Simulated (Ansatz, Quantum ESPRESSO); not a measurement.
# N on hollow sites of Mo(110): the work function of the upper face at a withheld member of a series

Method. Quantum ESPRESSO 7.5, PBE, GBRV ultrasoft. Slabs of 3 layers, covered on the upper face; adsorbates and the top layer relax in a periodic cell, the rest is held (the clean slab relaxes both outer layers); a run under open boundaries (ESM, bc1) gives both vacuum levels. Cells of one to 9 surface sites carry the coverages, on meshes of like density; cold smearing of 0.02 Ry. The slabs take the lattice constants of the bulk relaxed by the same program. The series steps the coverage.

```
 coverage  work function of the upper face (eV)
     0 ML                                 4.715
0.1111 ML                                 4.817
0.1667 ML                                 4.892
  0.25 ML                                 5.007
0.3333 ML                                 5.323
   0.5 ML                                 5.629
0.6667 ML                                 5.788
     1 ML                                 6.399
```

One more run was made and is withheld. What is the work function of the upper face at 0.75 ML?

**Fit.** The rows at 0.6667 ML and 1 ML give a slope of (6.399 − (5.788))/(1 − (0.6667)) = 1.833, so a straight line gives 5.941 eV. A parabola through these and the row at 0.5 ML gives 5.904 eV.

**Check.** 6.024 eV. The line misses by −0.083 and the parabola by −0.120 eV. Neither catches the point well; the series is not smooth on this step.

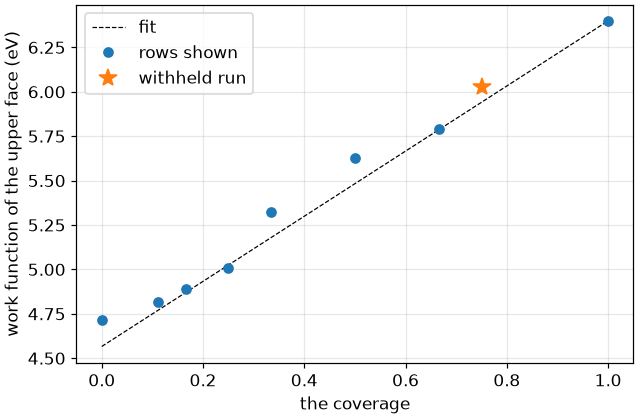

The rows shown, the fit and the withheld run.

**Limits.** Thin slabs, one site and one ordered pattern a coverage; no reconstruction or subsurface sites; meshes differ a little between cells.

[Logs are printed without paths, hosts, clocks, repeated set-up lines and the standing remarks that a program may print on its own settings, such as how far it seeks lower states.]
